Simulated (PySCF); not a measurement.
C4H14OSi2, SMILES CO[SiH2][SiH2]C(C)C, GFN2-xTB optimised geometry. Atoms within 1.6 Å of the plane z = 1.0 Å (x, y, z in Å): C1 (3.19, -1.01, 0.00), O2 (1.80, -1.01, 0.00), Si3 (0.81, 0.27, 0.00), Si4 (-1.21, -0.84, -0.01), C5 (-2.63, 0.44, -0.03), C7 (-2.58, 1.35, 1.20), H9 (3.54, -2.05, 0.02), H10 (3.58, -0.49, 0.88), H12 (1.11, 1.14, 1.16), H14 (-1.44, -1.69, 1.17), H15 (-3.58, -0.10, 0.00), H19 (-1.66, 1.93, 1.20), H20 (-3.42, 2.05, 1.20), H21 (-2.63, 0.77, 2.11).

Calculation: PBE/def2-SVP run with PySCF. Cells within 0.4 Å of a nucleus heavier than hydrogen are left out (blank, or x).

Map of the deformation density (molecule minus spherical neutral atoms) (e/bohr³) on the plane z = 1.0 Å:

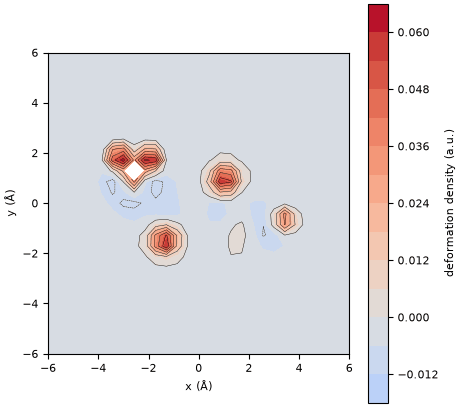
*Deformation density (molecule minus spherical neutral atoms) (e/bohr³) on the plane z = 1.0 Å.*
